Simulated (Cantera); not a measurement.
A closed system holds: 1 mol SiHCl3, a varied amount of H2, equilibrated at 1073.15 K and 1 atm.

These are equilibrium values from Cantera (NASA tables, ideal gas, pure condensed phases), not measurements of a reactor. Candidate condensed phases: Si; 19 gas species. The tables' values for SiCl3 are old estimates; treat these amounts as uncertain. Equilibrium is a limit: real reactors are often held back by kinetics, nucleation or transport.

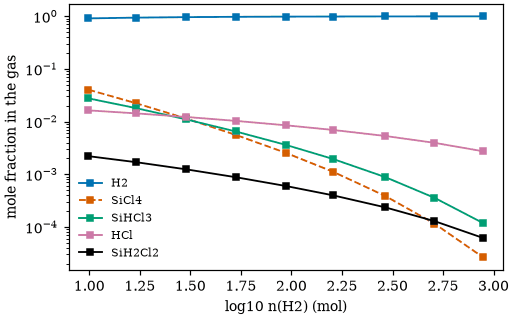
Figure: Equilibrium gas composition (values under 1e-9 drawn at 1e-9)

From 9.9 mol H2 to 890 mol H2 the condensed part is Si(s). The main Si-bearing gas is SiCl4 at 9.9 mol H2 and SiHCl3 at 890 mol H2. The share of Si in condensed phases is highest at 890 mol H2 (79.1 %) and lowest at 9.9 mol H2 (19.9 %).
